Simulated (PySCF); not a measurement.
Consider C3H11ClSi3.

```xyz
18

C     0.4339    2.2906   -0.4897
C     0.4438    0.9081    0.1474
Si    2.0374   -0.1460   -0.0649
C     0.9189   -1.5706   -0.6933
Si   -0.6534   -0.4577   -0.6749
Si   -2.4286   -1.1515    0.6286
Cl   -3.7301   -2.2413   -0.4818
H    -0.5442    2.7606   -0.3893
H     0.6696    2.2265   -1.5498
H     1.1708    2.9412   -0.0199
H     0.1926    1.0286    1.2051
H     2.9475    0.3766   -1.0847
H     2.7755   -0.4302    1.1677
H     0.8699   -2.4150   -0.0093
H     1.1933   -1.9768   -1.6628
H    -1.0130   -0.0654   -2.0510
H    -3.2281   -0.0599    1.1930
H    -2.0646   -2.0114    1.7591
```

Geometry: GFN2-xTB.

All numbers below come from PySCF, PBE0/pcSseg-1, SCF density, gas phase, non-relativistic.

Predict the electron density and electron localisation function between the atoms.

C–C (1.52 Å): ρ at the midpoint is about 1.6 e/Å³; the ELF peaks at about 0.95 between the atoms: localised, covalent bonding.
C–H (1.09 Å): ρ is about 1.9 e/Å³ halfway; the ELF climbs to about 1 towards the hydrogen, as it does in any bond to H (a covalent bond by its length).

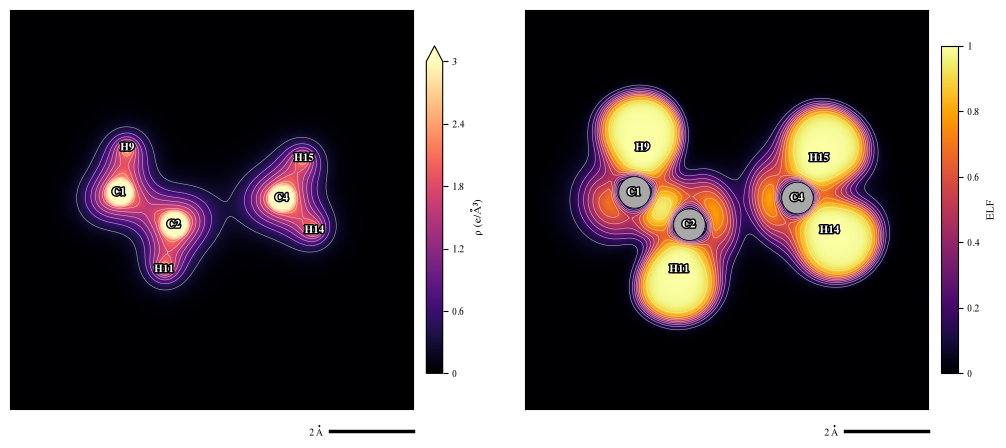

Computed electron density and electron localisation function on the plane of atoms C2, C1 and H9, in this order. Grey discs cover the atomic cores in the ELF map. 
